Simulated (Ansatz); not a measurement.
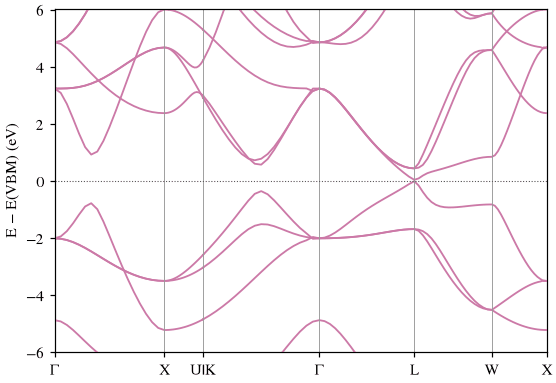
Fig. 1. Band structure from PBE (plane waves, PAW; program Ansatz)

**Question.** Read off the gap and where the band edges lie.

**Answer.** About 0.1 eV (0.05 eV by a search for the band edges); maximum at L, minimum at L.

**Question.** Which compound is it?
A) CdTe, zinc blende
B) SnC, zinc blende
C) SnTe, rock salt
D) BeTe, zinc blende

**Answer.** C, SnTe, rock salt

Space group Fm-3m (rock salt). The PBE relaxation kept the symmetry of its start. Scalar-relativistic: spin–orbit coupling is off unless named, which matters more the heavier the elements.

Potentials: the earlier of the program's two PAW sets.
